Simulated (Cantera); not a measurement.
Feed: 1 mol CHF₃, 1.1 mol HCl, equilibrated at 0.100 bar.

Cantera equilibrium calculation (NASA polynomials, part measured and part estimated; ideal gas, pure solids and liquids). Candidate condensed phases: C, C₆H₆, C₇H₈, C₈H₁₈; 118 gas species. Gases not in the tables: C₂F₆ and larger saturated fluorocarbons. Rates play no part.

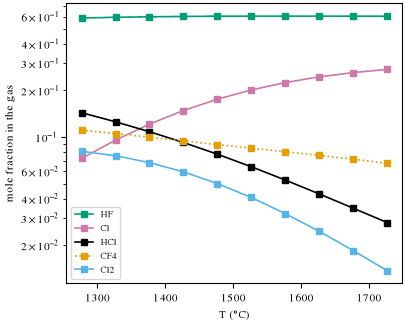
Figure. Equilibrium gas composition (values under 1e-9 drawn at 1e-9)

From 1277 °C to 1727 °C the condensed part is C(graphite). The main C-bearing gas is CF₄ throughout. The share of C in condensed phases is highest at 1727 °C (73.8 %) and lowest at 1277 °C (66.8 %).
